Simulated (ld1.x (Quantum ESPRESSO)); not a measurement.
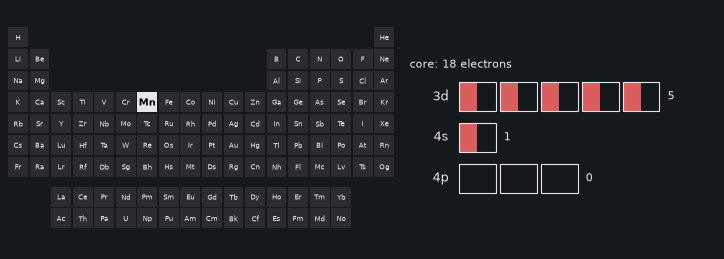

Left, the place of manganese in the periodic table; right, the valence shells of the reference configuration: a box for each of the 2l + 1 orbitals, shaded by the share of the shell that is filled, with the electron count at the right.

## Run report: Mn, pseudopotential generation (part 1 of 2)

System: manganese (Mn, Z = 25), core [Ar], reference valence 3d5 4s1 4p0 (an ion of charge +1), valence charge 7.
Method: TM potential, LDA (PZ), scalar-relativistic, made with ld1.x (Quantum ESPRESSO) 7.5.

## Input
```
 &input
   title='Mn', zed=25., rel=1, dft='PZ', iswitch=3,
   config='[Ar] 3d5 4s1 4p0',
   nld=3, rlderiv=4.05, eminld=-3.0, emaxld=5.0, deld=0.02
 /
 &inputp
   pseudotype=2, tm=.true., lloc=0,
   nlcc=.false.,
   file_pseudopw='Mn.UPF', file_wfcaegen='ae.wfc', file_wfcncgen='nc.wfc', file_beta='beta', file_chi='chi'
 /
3
4P  2  1   0.00   0.00  3.74  3.74  0.0
3D  3  2   5.00   0.00  0.90  0.90  0.0
4S  1  0   1.00   0.00  1.70  1.70  0.0
 &test
   configts(1)='3d5 4s1 4p0'
 /
```

## Input of the test run
```
 &input
   title='Mn', zed=25., rel=1, dft='PZ', iswitch=2,
   config='[Ar] 3d5 4s1 4p0'
 /
 &test
   file_pseudo='Mn.UPF', nconf=10,
   configts(1)='3d5 4s1 4p0',
   configts(2)='3d5 4s2 4p0',
   configts(3)='3d5 4s0 4p0',
   configts(4)='3d4 4s0 4p0',
   configts(5)='3d5 4s0 4p2',
   configts(6)='3d5 4s0 4p1',
   configts(7)='3d6 4s1 4p0',
   configts(8)='3d4 4s2 4p1',
   configts(9)='3d5 4s1 4p0', lsdts(9)=1,
   configts(10)='3d5 4s2 4p0', lsdts(10)=1
 /
```

Command:
```bash
ld1.x < Mn.in > Mn.out
```

## The program's output
```
     Program LD1 v.7.5
     --------------------------- All-electron run ----------------------------

     Mn
     scalar relativistic calculation

     atomic number is 25.00
     dft =PZ   lsd =0 sic =0 latt =0  beta=0.20 tr2=1.0E-14
     Exchange-correlation= PZ
                           (   1   1   0   0   0   0   0)
     mesh =1187 r(mesh) = 100.09544 a.u. xmin = -7.00 dx = 0.01250
     1 Ry =  13.60569312 eV, c = 137.03599908

     n l     nl                  e(Ry)          e(Ha)          e(eV)
     1 0     1S 1( 2.00)      -472.0818      -236.0409     -6422.9995
     2 0     2S 1( 2.00)       -55.1536       -27.5768      -750.4034
     2 1     2P 1( 6.00)       -46.8909       -23.4455      -637.9835
     3 0     3S 1( 2.00)        -6.8873        -3.4437       -93.7068
     3 1     3P 1( 6.00)        -4.6155        -2.3078       -62.7974
     3 2     3D 1( 5.00)        -1.1181        -0.5591       -15.2130
     4 0     4S 1( 1.00)        -0.8945        -0.4473       -12.1707
     4 1     4P 1( 0.00)        -0.5435        -0.2718        -7.3951

     final scf error:  6.6E-15 reached in  26 iterations

     Etot =   -2311.639903 Ry,   -1155.819951 Ha,  -31451.463127 eV

     Ekin =    2336.056047 Ry,    1168.028024 Ha,   31783.661696 eV
     Encl =   -5508.575401 Ry,   -2754.287700 Ha,  -74947.986449 eV
     Eh   =     959.938625 Ry,     479.969313 Ha,   13060.630354 eV
     Exc  =     -99.059174 Ry,     -49.529587 Ha,   -1347.768727 eV

     normalization and overlap integrals

     s(1S/1S) =  1.000000  <r> =   0.0610  <r2> =    0.0050  r(max) =   0.0400
     s(2S/2S) =  1.000000  <r> =   0.2801  <r2> =    0.0927  r(max) =   0.2331
     s(2P/2P) =  1.000000  <r> =   0.2474  <r2> =    0.0753  r(max) =   0.1885
     s(3S/3S) =  1.000000  <r> =   0.8536  <r2> =    0.8419  r(max) =   0.7361
     s(3P/3P) =  1.000000  <r> =   0.9056  <r2> =    0.9685  r(max) =   0.7547
     s(3D/3D) =  1.000000  <r> =   1.1872  <r2> =    1.8620  r(max) =   0.7547
     s(4S/4S) =  1.000000  <r> =   2.7819  <r2> =    8.8366  r(max) =   2.3540
     s(4P/4P) =  1.000000  <r> =   3.4722  <r2> =   13.8564  r(max) =   2.9114

     ------------------------ End of All-electron run ------------------------

     --------------------- Generating NC pseudopotential ---------------------

      Generating local pot.: lloc=0, matching radius rcloc =   1.7000

      Wfc   4P  rcut= 3.785  Using Troullier-Martins method

      Wfc   3D  rcut= 0.910  Using Troullier-Martins method

     ------------------- End of pseudopotential generation -------------------

     --------------------------- All-electron run ----------------------------

     Mn
     scalar relativistic calculation

     atomic number is 25.00
     dft =PZ   lsd =0 sic =0 latt =0  beta=0.20 tr2=1.0E-14
     Exchange-correlation= PZ
                           (   1   1   0   0   0   0   0)
     mesh =1187 r(mesh) = 100.09544 a.u. xmin = -7.00 dx = 0.01250
     1 Ry =  13.60569312 eV, c = 137.03599908

     n l     nl                  e(Ry)          e(Ha)          e(eV)
     1 0     1S 1( 2.00)      -472.0818      -236.0409     -6422.9995
     2 0     2S 1( 2.00)       -55.1536       -27.5768      -750.4034
     2 1     2P 1( 6.00)       -46.8909       -23.4455      -637.9835
     3 0     3S 1( 2.00)        -6.8873        -3.4437       -93.7068
     3 1     3P 1( 6.00)        -4.6155        -2.3078       -62.7974
     3 2     3D 1( 5.00)        -1.1181        -0.5591       -15.2130
     4 0     4S 1( 1.00)        -0.8945        -0.4473       -12.1707
     4 1     4P 1( 0.00)        -0.5435        -0.2718        -7.3951

     final scf error:  6.6E-15 reached in  26 iterations

     Etot =   -2311.639903 Ry,   -1155.819951 Ha,  -31451.463127 eV

     Ekin =    2336.056047 Ry,    1168.028024 Ha,   31783.661696 eV
     Encl =   -5508.575401 Ry,   -2754.287700 Ha,  -74947.986449 eV
     Eh   =     959.938625 Ry,     479.969313 Ha,   13060.630354 eV
     Exc  =     -99.059174 Ry,     -49.529587 Ha,   -1347.768727 eV

     normalization and overlap integrals

     s(1S/1S) =  1.000000  <r> =   0.0610  <r2> =    0.0050  r(max) =   0.0400
     s(2S/2S) =  1.000000  <r> =   0.2801  <r2> =    0.0927  r(max) =   0.2331
     s(2P/2P) =  1.000000  <r> =   0.2474  <r2> =    0.0753  r(max) =   0.1885
     s(3S/3S) =  1.000000  <r> =   0.8536  <r2> =    0.8419  r(max) =   0.7361
     s(3P/3P) =  1.000000  <r> =   0.9056  <r2> =    0.9685  r(max) =   0.7547
     s(3D/3D) =  1.000000  <r> =   1.1872  <r2> =    1.8620  r(max) =   0.7547
     s(4S/4S) =  1.000000  <r> =   2.7819  <r2> =    8.8366  r(max) =   2.3540
     s(4P/4P) =  1.000000  <r> =   3.4722  <r2> =   13.8564  r(max) =   2.9114

     ------------------------ End of All-electron run ------------------------

     Computing logarithmic derivative in   4.05477
     Computing logarithmic derivative in   4.05477
     Computing the partial wave expansion
       no projector for channel:   0
     R is outside the sphere for l=    1 j= 0.00
     R is outside the sphere for l=    2 j= 0.00

     ---------------------- Testing the pseudopotential ----------------------

     Mn
     scalar relativistic calculation

     atomic number is 25.00   valence charge is  7.00
     dft =PZ   lsd =0 sic =0 latt =0  beta=0.20 tr2=1.0E-14
     mesh =1187 r(mesh) = 100.09544 xmin = -7.00 dx = 0.01250

     n l     nl             e AE (Ry)        e PS (Ry)    De AE-PS (Ry)
     3 2     3D   1( 5.00)       -1.11813       -1.11808       -0.00005
     1 0     4S   1( 1.00)       -0.89453       -0.89453       -0.00000
     2 1     4P   1( 0.00)       -0.54353       -0.54353        0.00000

     eps = 8.7E-16  iter =  9

     Etot =   -2311.639903 Ry,   -1155.819951 Ha,  -31451.463127 eV
     Etotps =   -28.738574 Ry,     -14.369287 Ha,    -391.008225 eV

     Ekin =      60.111128 Ry,      30.055564 Ha,     817.853564 eV
     Encl =     -45.197743 Ry,     -22.598871 Ha,    -614.946618 eV
     Ehrt =      24.012945 Ry,      12.006473 Ha,     326.712764 eV
     Ecxc =      -5.677405 Ry,      -2.838702 Ha,     -77.245024 eV
     Epseu=     -61.987501 Ry,     -30.993750 Ha,    -843.382911 eV

     ---------------------- End of pseudopotential test ----------------------
```

## Output of the test run (extracts)
```
     ---------------------- Testing the pseudopotential ----------------------

     Mn
     scalar relativistic calculation

     atomic number is 25.00   valence charge is  7.00
     dft =PZ   lsd =0 sic =0 latt =0  beta=0.20 tr2=1.0E-14
     mesh =1187 r(mesh) = 100.09544 xmin = -7.00 dx = 0.01250

     n l     nl             e AE (Ry)        e PS (Ry)    De AE-PS (Ry)
     3 2     3D   1( 5.00)       -1.11813       -1.11808       -0.00005
     1 0     4S   1( 1.00)       -0.89453       -0.89453       -0.00000
     2 1     4P   1( 0.00)       -0.54353       -0.54353        0.00000

     eps = 1.5E-15  iter = 11

     Etot =   -2311.639903 Ry,   -1155.819951 Ha,  -31451.463127 eV
     Etotps =   -28.738575 Ry,     -14.369287 Ha,    -391.008227 eV

     Ekin =      60.111129 Ry,      30.055564 Ha,     817.853570 eV
     Encl =     -45.197743 Ry,     -22.598871 Ha,    -614.946618 eV
     Ehrt =      24.012945 Ry,      12.006473 Ha,     326.712765 eV
     Ecxc =      -5.677405 Ry,      -2.838702 Ha,     -77.245024 eV
     Epseu=     -61.987501 Ry,     -30.993751 Ha,    -843.382918 eV

     ---------------------- End of pseudopotential test ----------------------

     ---------------------- Testing the pseudopotential ----------------------

     Mn
     scalar relativistic calculation

     atomic number is 25.00   valence charge is  7.00
     dft =PZ   lsd =0 sic =0 latt =0  beta=0.20 tr2=1.0E-14
     mesh =1187 r(mesh) = 100.09544 xmin = -7.00 dx = 0.01250

     n l     nl             e AE (Ry)        e PS (Ry)    De AE-PS (Ry)
     3 2     3D   1( 5.00)       -0.51502       -0.51888        0.00386
     1 0     4S   1( 2.00)       -0.38878       -0.38968        0.00090
     2 1     4P   1( 0.00)       -0.10838       -0.10803       -0.00036

     eps = 9.8E-16  iter = 15

     Etot =   -2312.275944 Ry,   -1156.137972 Ha,  -31460.116915 eV
     Etotps =   -29.375298 Ry,     -14.687649 Ha,    -399.671292 eV
     dEtot_ae =      -0.636042 Ry
     dEtot_ps =      -0.636724 Ry,   Delta E=       0.000682 Ry

     Ekin =      59.326401 Ry,      29.663201 Ha,     807.176810 eV
     Encl =     -49.613292 Ry,     -24.806646 Ha,    -675.023230 eV
     Ehrt =      27.872992 Ry,      13.936496 Ha,     379.231374 eV
     Ecxc =      -6.051114 Ry,      -3.025557 Ha,     -82.329603 eV
     Epseu=     -60.910285 Ry,     -30.455142 Ha,    -828.726643 eV

     ---------------------- End of pseudopotential test ----------------------

     ---------------------- Testing the pseudopotential ----------------------

     Mn
     scalar relativistic calculation

     atomic number is 25.00   valence charge is  7.00
     dft =PZ   lsd =0 sic =0 latt =0  beta=0.20 tr2=1.0E-14
     mesh =1187 r(mesh) = 100.09544 xmin = -7.00 dx = 0.01250

     n l     nl             e AE (Ry)        e PS (Ry)    De AE-PS (Ry)
     3 2     3D   1( 5.00)       -1.80947       -1.80520       -0.00427
     1 0     4S   1( 0.00)       -1.43943       -1.43532       -0.00411
     2 1     4P   1( 0.00)       -1.02222       -1.02066       -0.00157

     eps = 9.5E-15  iter =  7

     Etot =   -2310.472970 Ry,   -1155.236485 Ha,  -31435.586200 eV
     Etotps =   -27.573183 Ry,     -13.786592 Ha,    -375.152269 eV
     dEtot_ae =       1.166933 Ry
     dEtot_ps =       1.165391 Ry,   Delta E=       0.001541 Ry

     Ekin =      61.212722 Ry,      30.606361 Ha,     832.841515 eV
     Encl =     -40.122209 Ry,     -20.061105 Ha,    -545.890465 eV
     Ehrt =      20.193339 Ry,      10.096669 Ha,     274.744370 eV
     Ecxc =      -5.300018 Ry,      -2.650009 Ha,     -72.110412 eV
     Epseu=     -63.557018 Ry,     -31.778509 Ha,    -864.737277 eV

     ---------------------- End of pseudopotential test ----------------------

     ---------------------- Testing the pseudopotential ----------------------

     Mn
     scalar relativistic calculation

     atomic number is 25.00   valence charge is  7.00
     dft =PZ   lsd =0 sic =0 latt =0  beta=0.20 tr2=1.0E-14
     mesh =1187 r(mesh) = 100.09544 xmin = -7.00 dx = 0.01250

     n l     nl             e AE (Ry)        e PS (Ry)    De AE-PS (Ry)
     3 2     3D   1( 4.00)       -3.04926       -3.11668        0.06743  !
     1 0     4S   1( 0.00)       -2.21752       -2.23724        0.01972  !
     2 1     4P   1( 0.00)       -1.71369       -1.69694       -0.01675  !

     eps = 2.8E-16  iter =  7

     Etot =   -2308.061385 Ry,   -1154.030693 Ha,  -31402.774920 eV
     Etotps =   -25.132933 Ry,     -12.566466 Ha,    -341.950974 eV
     dEtot_ae =       3.578517 Ry
     dEtot_ps =       3.605642 Ry,   Delta E=      -0.027124 Ry

     Ekin =      53.729877 Ry,      26.864939 Ha,     731.032223 eV
     Encl =     -32.986108 Ry,     -16.493054 Ha,    -448.798860 eV
     Ehrt =      13.988836 Ry,       6.994418 Ha,     190.327812 eV
     Ecxc =      -4.259885 Ry,      -2.129943 Ha,     -57.958694 eV
     Epseu=     -55.605653 Ry,     -27.802827 Ha,    -756.553454 eV

     ---------------------- End of pseudopotential test ----------------------

     ---------------------- Testing the pseudopotential ----------------------

     Mn
     scalar relativistic calculation

     atomic number is 25.00   valence charge is  7.00
     dft =PZ   lsd =0 sic =0 latt =0  beta=0.20 tr2=1.0E-14
     mesh =1187 r(mesh) = 100.09544 xmin = -7.00 dx = 0.01250

     n l     nl             e AE (Ry)        e PS (Ry)    De AE-PS (Ry)
     3 2     3D   1( 5.00)       -0.72824       -0.73339        0.00515  !
     1 0     4S   1( 0.00)       -0.52166       -0.52064       -0.00102
     2 1     4P   1( 2.00)       -0.20824       -0.20788       -0.00036

     eps = 1.1E-16  iter =  9

     Etot =   -2311.681970 Ry,   -1155.840985 Ha,  -31452.035486 eV
     Etotps =   -28.780621 Ry,     -14.390310 Ha,    -391.580294 eV
     dEtot_ae =      -0.042068 Ry
     dEtot_ps =      -0.042046 Ry,   Delta E=      -0.000021 Ry

     Ekin =      60.633060 Ry,      30.316530 Ha,     824.954808 eV
     Encl =     -47.875402 Ry,     -23.937701 Ha,    -651.378033 eV
     Ehrt =      26.515515 Ry,      13.257757 Ha,     360.761956 eV
     Ecxc =      -5.873767 Ry,      -2.936883 Ha,     -79.916669 eV
     Epseu=     -62.180026 Ry,     -31.090013 Ha,    -846.002356 eV

     ---------------------- End of pseudopotential test ----------------------

     ---------------------- Testing the pseudopotential ----------------------

     Mn
     scalar relativistic calculation

     atomic number is 25.00   valence charge is  7.00
     dft =PZ   lsd =0 sic =0 latt =0  beta=0.20 tr2=1.0E-14
     mesh =1187 r(mesh) = 100.09544 xmin = -7.00 dx = 0.01250

     n l     nl             e AE (Ry)        e PS (Ry)    De AE-PS (Ry)
     3 2     3D   1( 5.00)       -1.21476       -1.21687        0.00211
     1 0     4S   1( 0.00)       -0.95496       -0.95297       -0.00199
     2 1     4P   1( 1.00)       -0.59716       -0.59632       -0.00083

     eps = 5.9E-15  iter =  7

     Etot =   -2311.285913 Ry,   -1155.642957 Ha,  -31446.646858 eV
     Etotps =   -28.385156 Ry,     -14.192578 Ha,    -386.199717 eV
     dEtot_ae =       0.353989 Ry
     dEtot_ps =       0.353419 Ry,   Delta E=       0.000570 Ry

     Ekin =      60.799599 Ry,      30.399800 Ha,     827.220690 eV
     Encl =     -44.406457 Ry,     -22.203229 Ha,    -604.180629 eV
     Ehrt =      23.437300 Ry,      11.718650 Ha,     318.880706 eV
     Ecxc =      -5.590503 Ry,      -2.795251 Ha,     -76.062664 eV
     Epseu=     -62.625095 Ry,     -31.312547 Ha,    -852.057820 eV

     ---------------------- End of pseudopotential test ----------------------
```

(Continued in part 2.) Outcome of the run: generated, with a ghost state.
